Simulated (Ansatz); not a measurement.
Partial pair distribution functions of a relaxed model of amorphous Al₁₂Ta₁₀O₄₃, broadened by 0.06 Å; density 5.63 g/cm³. All values below come from PBE, scalar-relativistic without spin-orbit coupling (plane waves to 420 eV, PAW; Ansatz, a program for electronic structure).

A CHGNet melt-quench gave the starting glass, which DFT then relaxed. O atoms were pushed apart under 1.9 Å during the dynamics, to hinder bonds among them. The hot cell started wider than the set density and was brought back towards it in steps. It is the lowest in DFT energy of 2 quenches. It is a model cell: composition and starting density were chosen by hand, and all elements were melted together. No dispersion term was used. Its density started from a set value of 5.90 and ended at 5.63 g/cm³. Cooling (nominally 240 K/ps over its main leg) ran many orders faster than in experiment, which tends to leave more defects and strain. A cell of this size samples the disorder only roughly. Volume and shape were free in the relaxation.

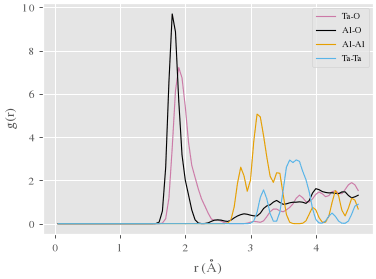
Figure. Partial pair distribution functions

Highest peaks under 4.5 Å: Ta-O near 1.90 Å, Al-O near 1.80 Å, Al-Al near 3.10 Å, Ta-Ta near 3.70 Å; pairs of few atoms are noisy.

Within 2.64 Å each Ta has 5.60 O neighbours on average.
